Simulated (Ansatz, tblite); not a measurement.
# Sn27H34 atom sphere (Sn₂₇H₃₄): removing and adding an electron

Aim: the energy of removing and adding an electron for Sn27H34 atom sphere (Sn₂₇H₃₄), by energy differences, and how well orbital energies stand in for it.

Program: Ansatz 0.2.0, Gaussian basis. Level of theory: as each input shows. These are calculated values, not measurements.

The runs, in order: charge +1 doublet, at the geometry of the singlet (PBE0-D4/def2-SVP, PBE-D4/def2-SVP, B3LYP-D4/def2-SVP); charge -1 doublet, at the geometry of the singlet (PBE0-D4/def2-SVP, PBE-D4/def2-SVP, B3LYP-D4/def2-SVP); the starting singlet's energies come from earlier runs.

1 further run of the same task is left out (set aside as unsound or not needed). Runs told in other sessions of the task aren't counted.

**1. The geometry**

The geometry is that of the singlet, from an earlier relaxation (r2SCAN-D4/def2-SVP).

61 atoms, charge 0, spin multiplicity 1.

Atoms are counted from 1 here; the program's logs count them from 0.

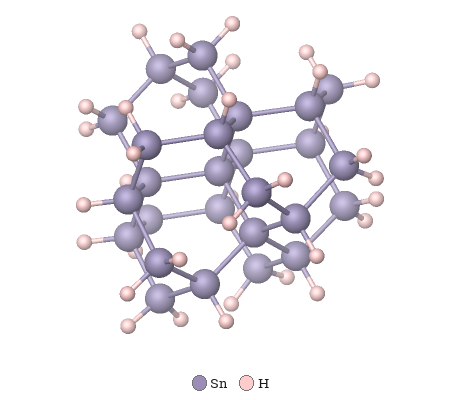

The structure; tin purple, hydrogen pink.

Sn takes a core potential in the def2 sets. No spin-orbit coupling is included.

**2. Charge +1 doublet at the fixed geometry, PBE0-D4/def2-SVP**

Input file in.yaml:

```yaml
crystal:
  periodic: [false, false, false]
  atoms:
    - {symbol: Sn, position_ang: [0.004160, -5.284209, -1.272059]}
    - {symbol: Sn, position_ang: [-2.287907, -3.976719, -0.337964]}
    - {symbol: Sn, position_ang: [-2.464147, -3.964870, 2.467036]}
    - {symbol: Sn, position_ang: [-2.279892, -1.315682, -4.115430]}
    - {symbol: Sn, position_ang: [-2.304507, -1.331125, -1.298460]}
    - {symbol: Sn, position_ang: [-4.589782, 0.000832, -0.336648]}
    - {symbol: Sn, position_ang: [-2.299382, -1.330024, 3.417018]}
    - {symbol: Sn, position_ang: [-4.666693, -0.160267, 2.468268]}
    - {symbol: Sn, position_ang: [-4.580233, 2.639934, -1.269447]}
    - {symbol: Sn, position_ang: [2.295163, -3.973255, -0.340422]}
    - {symbol: Sn, position_ang: [2.473254, -3.961100, 2.464373]}
    - {symbol: Sn, position_ang: [2.276320, -1.315971, -4.119451]}
    - {symbol: Sn, position_ang: [-0.002599, -0.001706, -5.079360]}
    - {symbol: Sn, position_ang: [2.305484, -1.328459, -1.302518]}
    - {symbol: Sn, position_ang: [0.000552, 0.001349, -0.353841]}
    - {symbol: Sn, position_ang: [2.302998, -1.326828, 3.415583]}
    - {symbol: Sn, position_ang: [0.000615, 0.001192, 2.481261]}
    - {symbol: Sn, position_ang: [0.001091, 2.629287, -4.119834]}
    - {symbol: Sn, position_ang: [-0.001644, 2.662361, -1.302795]}
    - {symbol: Sn, position_ang: [-2.299837, 3.971712, -0.340933]}
    - {symbol: Sn, position_ang: [-0.001151, 2.658881, 3.415735]}
    - {symbol: Sn, position_ang: [-2.200888, 4.117825, 2.464110]}
    - {symbol: Sn, position_ang: [4.588928, 0.007012, -0.341329]}
    - {symbol: Sn, position_ang: [4.666673, -0.152138, 2.463716]}
    - {symbol: Sn, position_ang: [4.575314, 2.646709, -1.272509]}
    - {symbol: Sn, position_ang: [2.294550, 3.975278, -0.340713]}
    - {symbol: Sn, position_ang: [2.195249, 4.122730, 2.464294]}
    - {symbol: H, position_ang: [0.005429, -6.937615, -0.788691]}
    - {symbol: H, position_ang: [0.003246, -5.249912, -2.995177]}
    - {symbol: H, position_ang: [-3.687401, -4.777198, -0.962264]}
    - {symbol: H, position_ang: [-3.995698, -4.606287, 2.929112]}
    - {symbol: H, position_ang: [-1.263740, -4.985615, 3.156832]}
    - {symbol: H, position_ang: [-2.320442, -2.937583, -4.696334]}
    - {symbol: H, position_ang: [-3.704389, -0.538136, -4.694920]}
    - {symbol: H, position_ang: [-5.980908, -0.812926, -0.962542]}
    - {symbol: H, position_ang: [-2.289610, -1.324897, 5.145473]}
    - {symbol: H, position_ang: [-5.985477, -1.169379, 2.929910]}
    - {symbol: H, position_ang: [-4.952887, 1.388381, 3.160043]}
    - {symbol: H, position_ang: [-4.552442, 2.622124, -2.992616]}
    - {symbol: H, position_ang: [-6.010756, 3.465855, -0.781129]}
    - {symbol: H, position_ang: [3.694680, -4.771436, -0.968005]}
    - {symbol: H, position_ang: [1.274932, -4.982954, 3.155931]}
    - {symbol: H, position_ang: [4.006870, -4.598815, 2.923907]}
    - {symbol: H, position_ang: [2.313453, -2.939134, -4.697105]}
    - {symbol: H, position_ang: [3.700163, -0.540041, -4.702288]}
    - {symbol: H, position_ang: [-0.003838, -0.002178, -6.807275]}
    - {symbol: H, position_ang: [2.295215, -1.322533, 5.144081]}
    - {symbol: H, position_ang: [-1.380579, 3.477705, -4.703093]}
    - {symbol: H, position_ang: [1.389362, 3.470210, -4.698842]}
    - {symbol: H, position_ang: [-2.294469, 5.583302, -0.967182]}
    - {symbol: H, position_ang: [-0.001474, 2.650059, 5.144240]}
    - {symbol: H, position_ang: [-3.684432, 3.586295, 3.154016]}
    - {symbol: H, position_ang: [-1.992830, 5.765301, 2.926107]}
    - {symbol: H, position_ang: [5.981457, -0.804170, -0.967307]}
    - {symbol: H, position_ang: [5.989239, -1.156288, 2.925720]}
    - {symbol: H, position_ang: [4.949362, 1.398161, 3.153747]}
    - {symbol: H, position_ang: [4.546265, 2.630401, -2.995631]}
    - {symbol: H, position_ang: [6.006157, 3.473827, -0.786871]}
    - {symbol: H, position_ang: [2.286400, 5.586634, -0.967498]}
    - {symbol: H, position_ang: [3.680000, 3.596615, 3.155287]}
    - {symbol: H, position_ang: [1.982454, 5.769777, 2.925483]}
basis:
  gaussian: {orbitals: def2-SVP, fitting: {mean_field: def2-universal-jkfit}}
total_charge: 1
magnetization: {spin_polarized: true, initial_magnetization: 1}
hamiltonian: {xc: pbe0, dispersion: d4}
scf: {omitted_lower_state_checks: [starts]}
output: {orbitals: {seedname: orbitals}}
```

Run with:

```
$ ansatz run in.yaml --threads 11 --pin off --events-out ev --progress --plain --max-ram 174080MiB --backend cuda --devices 0, --max-vram 75GiB
```

Output:

```text
Functional definition: PBE0
  name "PBE0"
  cite "Adamo & Barone, J. Chem. Phys. 110, 6158 (1999) doi:10.1063/1.478522"
  cite "Perdew, Burke & Ernzerhof, Phys. Rev. Lett. 77, 3865 (1996) doi:10.1103/PhysRevLett.77.3865"
  parent pbe
  parameter a = 0.25
  parameter kappa = 0.804
  parameter beta = 0.06672455060314922
  exchange = (1 - a)*pbe_x(kappa = kappa, mu = beta*pi^2/3) + a*exact_x
  correlation = pbe_c(beta = beta)
these checks for a lower state are left out or cut short: starts
6498 factors; integrals over basis functions are off by at most 3.2e-1 eV
mean field evaluation 1: about -158014.6698 eV, gradient 1.9e1 eV
mean field evaluation 2: about -158015.8830 eV, gradient 1.2e1 eV
mean field evaluation 4: about -158016.8156 eV, gradient 1.3e0 eV
mean field evaluation 8: about -158016.8139 eV, gradient 3.4e-1 eV
mean field evaluation 16: about -158016.8152 eV, gradient 2.2e-2 eV
mean field evaluation 32: about -158016.9498 eV, gradient 9.9e-5 eV
mean field -158016.94980680 eV, -5807.0157976644 hartree, gradient 6.0e-6 eV, S^2 0.753742; 0 other end points of the search recorded, 0 dependent functions left out
reference -158016.94991728 eV, -5807.0158017245 hartree; 314, 313 occupied and 558, 559 virtual orbitals, 6498 factors
Total energy: -158021.72291668 eV, -5807.1912062172 hartree
Checks for a lower state left out: starts
```

Wall time 65 s (1 × H100 with 11 threads of AMD EPYC 7R13, shared host); peak host memory 1.8 GiB.

HOMO -8.73 eV, LUMO -7.98 eV (over both spins); ⟨S²⟩ 0.754 (pure: 0.75).

**3. Charge +1 doublet at the fixed geometry, PBE-D4/def2-SVP**

start.molden holds the orbitals of an earlier run on this state, given as this run's starting guess.

in.yaml, as its differences from that of step 2:

```diff
@@ -65,6 +65,6 @@
 basis:
-  gaussian: {orbitals: def2-SVP, fitting: {mean_field: def2-universal-jkfit}}
+  gaussian: {orbitals: def2-SVP, fitting: {mean_field: def2-universal-jkfit}, initial_orbitals: start.molden}
 total_charge: 1
 magnetization: {spin_polarized: true, initial_magnetization: 1}
-hamiltonian: {xc: pbe0, dispersion: d4}
+hamiltonian: {xc: pbe, dispersion: d4}
 scf: {omitted_lower_state_checks: [starts]}
```

Launched as before.

Output:

```text
Functional definition: PBE
  name "PBE"
  cite "Perdew, Burke & Ernzerhof, Phys. Rev. Lett. 77, 3865 (1996) doi:10.1103/PhysRevLett.77.3865"
  parent pbe
  parameter kappa = 0.804
  parameter beta = 0.06672455060314922
  exchange = pbe_x(kappa = kappa, mu = beta*pi^2/3)
  correlation = pbe_c(beta = beta)
these checks for a lower state are left out or cut short: starts
6498 factors; integrals over basis functions are off by at most 3.2e-1 eV
mean field evaluation 1: about -158007.1253 eV, gradient 1.0e1 eV
mean field evaluation 2: about -158008.0208 eV, gradient 7.2e-1 eV
mean field evaluation 4: about -158008.0155 eV, gradient 7.5e-2 eV
mean field evaluation 8: about -158008.0163 eV, gradient 9.9e-3 eV
mean field evaluation 16: about -158008.0163 eV, gradient 2.7e-5 eV
mean field -158008.01628957 eV, -5806.6874969616 hartree, gradient 1.2e-6 eV, S^2 0.750694; 0 other end points of the search recorded, 0 dependent functions left out
reference -158008.01643735 eV, -5806.6875023922 hartree; 314, 313 occupied and 558, 559 virtual orbitals, 6498 factors
Total energy: -158013.10792856 eV, -5806.8746112434 hartree
Checks for a lower state left out: starts
```

Wall time 21 s (1 × H100 with 11 threads of AMD EPYC 7R13, shared host); peak host memory 1.8 GiB.

From the report: HOMO -7.92 eV, LUMO -7.95 eV (over both spins; with the spin held, an empty level of the minority spin lies below the top filled one); ⟨S²⟩ 0.751 (pure: 0.75).

**4. Charge +1 doublet at the fixed geometry, B3LYP-D4/def2-SVP**

in.yaml, as its differences from that of step 3:

```diff
@@ -68,3 +68,3 @@
 magnetization: {spin_polarized: true, initial_magnetization: 1}
-hamiltonian: {xc: pbe, dispersion: d4}
+hamiltonian: {xc: {name: B3LYP}, dispersion: d4}
 scf: {omitted_lower_state_checks: [starts]}
```

Launched as before.

Output, cut to the lines that bear on the results:

```text
Functional definition: B3LYP
  name "B3LYP"
  cite "Stephens, Devlin, Chabalowski & Frisch, J. Phys. Chem. 98, 11623 (1994) doi:10.1021/j100096a001"
  cite "Becke, Phys. Rev. A 38, 3098 (1988) doi:10.1103/PhysRevA.38.3098"
  cite "Lee, Yang & Parr, Phys. Rev. B 37, 785 (1988) doi:10.1103/PhysRevB.37.785"
  cite "Vosko, Wilk & Nusair, Can. J. Phys. 58, 1200 (1980) doi:10.1139/p80-159"
[...]
6498 factors; integrals over basis functions are off by at most 3.2e-1 eV
[...]
mean field -158063.16923534 eV, -5808.7143303345 hartree, gradient 2.3e-6 eV, S^2 0.752558; 0 other end points of the search recorded, 0 dependent functions left out
reference -158063.17014018 eV, -5808.7143635870 hartree; 314, 313 occupied and 558, 559 virtual orbitals, 6498 factors
Total energy: -158071.51395638 eV, -5809.0209931764 hartree
Checks for a lower state left out: starts
```

Run time: 62 s. Hardware: 1 × H100 with 11 threads of AMD EPYC 7R13, shared host; peak host memory 1.8 GiB.

HOMO -8.56 eV, LUMO -7.98 eV (over both spins); ⟨S²⟩ 0.753 (pure: 0.75).

**5. Vertical ionisation energy**

Charged state less starting state, singlet to doublet; the starting state's energies are those of its earlier runs.

| level | vertical ionisation energy (eV) | time |
| --- | --- | --- |
| PBE-D4/def2-SVP | +6.84 | 30 s |
| B3LYP-D4/def2-SVP | +7.20 | 77 s |
| PBE0-D4/def2-SVP | +7.25 | 76 s |

Times add the two runs; a level without a time comes out of a correlated run.

Beside −ε(HOMO) of the starting state:

| level | −ε(HOMO) (eV) | by difference (eV) | mismatch (eV) |
| --- | --- | --- | --- |
| PBE-D4/def2-SVP | 5.60 | 6.84 | -1.24 |
| B3LYP-D4/def2-SVP | 6.22 | 7.20 | -0.98 |
| PBE0-D4/def2-SVP | 6.40 | 7.25 | -0.85 |

**6. Charge -1 doublet at the fixed geometry, PBE0-D4/def2-SVP**

in.yaml, as its differences from that of step 4:

```diff
@@ -65,6 +65,6 @@
 basis:
-  gaussian: {orbitals: def2-SVP, fitting: {mean_field: def2-universal-jkfit}, initial_orbitals: start.molden}
-total_charge: 1
+  gaussian: {orbitals: def2-SVP, fitting: {mean_field: def2-universal-jkfit}}
+total_charge: -1
 magnetization: {spin_polarized: true, initial_magnetization: 1}
-hamiltonian: {xc: {name: B3LYP}, dispersion: d4}
+hamiltonian: {xc: pbe0, dispersion: d4}
 scf: {omitted_lower_state_checks: [starts]}
```

Same command.

Output, cut to the lines that bear on the results:

```text
Functional definition: PBE0
  name "PBE0"
  cite "Adamo & Barone, J. Chem. Phys. 110, 6158 (1999) doi:10.1063/1.478522"
  cite "Perdew, Burke & Ernzerhof, Phys. Rev. Lett. 77, 3865 (1996) doi:10.1103/PhysRevLett.77.3865"
  parent pbe
[...]
6498 factors; integrals over basis functions are off by at most 3.2e-1 eV
[...]
mean field -158025.66259571 eV, -5807.3359867512 hartree, gradient 7.2e-6 eV, S^2 0.752467; 0 other end points of the search recorded, 0 dependent functions left out
reference -158025.66270357 eV, -5807.3359907147 hartree; 315, 314 occupied and 557, 558 virtual orbitals, 6498 factors
Total energy: -158030.55703982 eV, -5807.5158542547 hartree
Checks for a lower state left out: starts
```

It took 38 s on 1 × H100 with 11 threads of AMD EPYC 7R13, shared host; peak host memory 1.8 GiB.

HOMO -0.76 eV, LUMO 0.07 eV (over both spins); ⟨S²⟩ 0.752 (pure: 0.75).

**7. Charge -1 doublet at the fixed geometry, PBE-D4/def2-SVP**

in.yaml, as its differences from that of step 6:

```diff
@@ -65,6 +65,6 @@
 basis:
-  gaussian: {orbitals: def2-SVP, fitting: {mean_field: def2-universal-jkfit}}
+  gaussian: {orbitals: def2-SVP, fitting: {mean_field: def2-universal-jkfit}, initial_orbitals: start.molden}
 total_charge: -1
 magnetization: {spin_polarized: true, initial_magnetization: 1}
-hamiltonian: {xc: pbe0, dispersion: d4}
+hamiltonian: {xc: pbe, dispersion: d4}
 scf: {omitted_lower_state_checks: [starts]}
```

Launched as before.

Output:

```text
Functional definition: PBE
  name "PBE"
  cite "Perdew, Burke & Ernzerhof, Phys. Rev. Lett. 77, 3865 (1996) doi:10.1103/PhysRevLett.77.3865"
  parent pbe
  parameter kappa = 0.804
  parameter beta = 0.06672455060314922
  exchange = pbe_x(kappa = kappa, mu = beta*pi^2/3)
  correlation = pbe_c(beta = beta)
these checks for a lower state are left out or cut short: starts
6498 factors; integrals over basis functions are off by at most 3.2e-1 eV
mean field evaluation 1: about -158015.6702 eV, gradient 1.0e1 eV
mean field evaluation 2: about -158016.5528 eV, gradient 7.0e-1 eV
mean field evaluation 4: about -158016.5483 eV, gradient 1.1e-1 eV
mean field evaluation 8: about -158016.5492 eV, gradient 1.8e-4 eV
mean field evaluation 16: about -158016.5492 eV, gradient 3.6e-6 eV
mean field -158016.54923297 eV, -5807.0010768476 hartree, gradient 3.6e-6 eV, S^2 0.750657; 0 other end points of the search recorded, 0 dependent functions left out
reference -158016.54937727 eV, -5807.0010821506 hartree; 315, 314 occupied and 557, 558 virtual orbitals, 6498 factors
Total energy: -158021.77228675 eV, -5807.1930205337 hartree
Checks for a lower state left out: starts
```

It took 14 s on 1 × H100 with 11 threads of AMD EPYC 7R13, shared host; peak host memory 1.7 GiB.

Report: HOMO -0.62 eV, LUMO -0.57 eV (over both spins); ⟨S²⟩ 0.751 (pure: 0.75).

**8. Charge -1 doublet at the fixed geometry, B3LYP-D4/def2-SVP**

in.yaml, as its differences from that of step 7:

```diff
@@ -68,3 +68,3 @@
 magnetization: {spin_polarized: true, initial_magnetization: 1}
-hamiltonian: {xc: pbe, dispersion: d4}
+hamiltonian: {xc: {name: B3LYP}, dispersion: d4}
 scf: {omitted_lower_state_checks: [starts]}
```

Launched as before.

Output, cut to the lines that bear on the results:

```text
Functional definition: B3LYP
  name "B3LYP"
  cite "Stephens, Devlin, Chabalowski & Frisch, J. Phys. Chem. 98, 11623 (1994) doi:10.1021/j100096a001"
  cite "Becke, Phys. Rev. A 38, 3098 (1988) doi:10.1103/PhysRevA.38.3098"
  cite "Lee, Yang & Parr, Phys. Rev. B 37, 785 (1988) doi:10.1103/PhysRevB.37.785"
  cite "Vosko, Wilk & Nusair, Can. J. Phys. 58, 1200 (1980) doi:10.1139/p80-159"
[...]
6498 factors; integrals over basis functions are off by at most 3.2e-1 eV
[...]
mean field -158071.87339549 eV, -5809.0342023203 hartree, gradient 3.9e-6 eV, S^2 0.751773; 0 other end points of the search recorded, 0 dependent functions left out
reference -158071.87428481 eV, -5809.0342350023 hartree; 315, 314 occupied and 557, 558 virtual orbitals, 6498 factors
Total energy: -158080.42132880 eV, -5809.3483330754 hartree
Checks for a lower state left out: starts
```

Run time: 41 s. Hardware: 1 × H100 with 11 threads of AMD EPYC 7R13, shared host; peak host memory 1.8 GiB.

From the report: HOMO -0.75 eV, LUMO -0.21 eV (over both spins); ⟨S²⟩ 0.752 (pure: 0.75).

**9. Vertical electron affinity**

Starting state less charged state (positive: the electron is bound), singlet to doublet; the starting state's energies are those of its earlier runs.

| level | vertical electron affinity (eV) | time |
| --- | --- | --- |
| PBE-D4/def2-SVP | +1.82 | 23 s |
| B3LYP-D4/def2-SVP | +1.71 | 56 s |
| PBE0-D4/def2-SVP | +1.59 | 49 s |

Times add the two runs; a level without a time comes out of a correlated run.

Beside −ε(LUMO) of the starting state:

| level | −ε(LUMO) (eV) | by difference (eV) | mismatch (eV) |
| --- | --- | --- | --- |
| PBE-D4/def2-SVP | 2.89 | 1.82 | +1.07 |
| B3LYP-D4/def2-SVP | 2.46 | 1.71 | +0.75 |
| PBE0-D4/def2-SVP | 2.29 | 1.59 | +0.70 |

**10. Results**

| quantity | value |
| --- | --- |
| vertical ionisation energy, functionals in def2-SVP | 6.84 (PBE-D4) to 7.25 eV (PBE0-D4) |
| vertical electron affinity, functionals in def2-SVP | 1.59 (PBE0-D4) to 1.82 eV (PBE-D4) |

**Reading.** The vertical ionisation energy spans 6.84 to 7.25 eV over the functionals. −ε(HOMO) misses the level's own difference by -0.85 eV at best (PBE0-D4) and -1.24 eV at worst (PBE-D4). The vertical electron affinity spans 1.59 to 1.82 eV over the functionals. −ε(LUMO) misses the level's own difference by +0.70 eV at best (PBE0-D4) and +1.07 eV at worst (PBE-D4).
